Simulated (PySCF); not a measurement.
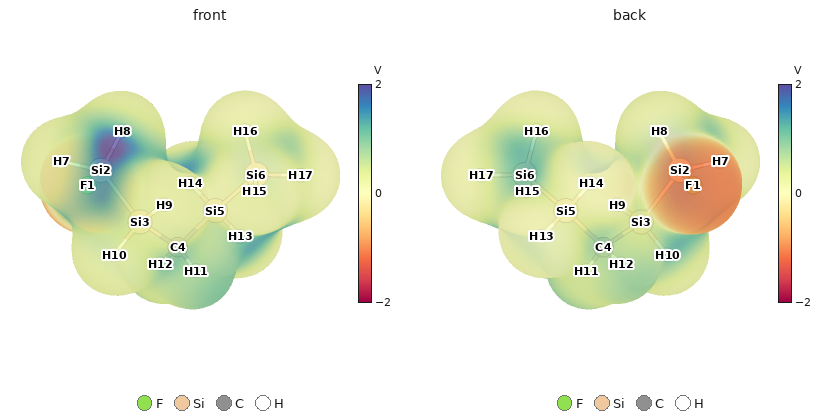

CH11FSi4. The molecular electrostatic potential painted on the density surface at 0.002 e/bohr³, seen from the front and from behind; the colour scale runs from red (negative) to blue (positive).

Geometry: GFN2-xTB.

These are results of CAM-B3LYP/def2-SVPD, SCF density, gas phase in PySCF, not measurements.

Input file:

```
{"job": {"kind": "uv", "xc": "CAM-B3LYP", "basis": "def2-SVPD", "nstates": 8, "ntriplets": 3}, "charge": 0, "multiplicity": 1}
F      2.895332    -1.359842     1.091987
Si     2.426507     0.165810     1.357941
Si     1.246104     0.904344    -0.475294
C      0.078630    -0.425986    -1.178661
Si    -1.180833    -1.171407     0.048159
Si    -2.570545     0.439849     0.946147
H      3.700124     0.831374     1.623572
H      1.693155     0.047400     2.616867
H      0.430514     2.075096    -0.109992
H      2.131186     1.353536    -1.566385
H     -0.463635    -0.003217    -2.026098
H      0.682804    -1.238406    -1.585733
H     -1.924045    -2.211608    -0.686328
H     -0.406575    -1.888929     1.074263
H     -2.496158     1.728286     0.247852
H     -2.267396     0.721854     2.353344
H     -3.982167     0.043877     0.907912
```

Launched as:

```sh
OMP_NUM_THREADS=1 python probes_run.py task.json out
```

Which sites attract a positive test charge, and which a negative one?

A positive charge is drawn to the negative regions and a negative charge to the positive ones. The most negative region (about −1.1 V) lies over F1, the most positive (about +1.9 V) over Si2.
